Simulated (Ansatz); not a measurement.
# Hypothetical R-3m CoCuTe2, pressure series

Take CoCuTe2 (space group R-3m, No. 166; a = 3.7041 Å, c = 18.6284 Å (hexagonal axes); non-magnetic; a hypothetical phase, not in the database extracts checked) as the base.

Cell and atoms are relaxed at each pressure.

Calculations: PBEsol, PAW, 420 eV (Ansatz, a program for electronic structure; no spin-orbit coupling).

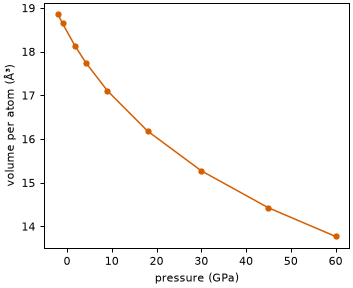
Fig. 1. Volume against pressure

**Question.** Estimate the zero-pressure bulk modulus from the plot.

**Answer.** About 99 GPa; a third-order Birch–Murnaghan fit to the points gives V₀ = 18.45 Å³/atom, B₀ = 99 GPa and B₀′ = 4.9.

Load acts through the strain it causes; cell and atoms are relaxed under it. Stability against distortions was not tested. Competing high-pressure phases were not computed. Seeded moments were not kept for the base. The final runs are not spin-polarised. CoCuTe2 has a high density of states at the Fermi level and may be magnetic at this level.
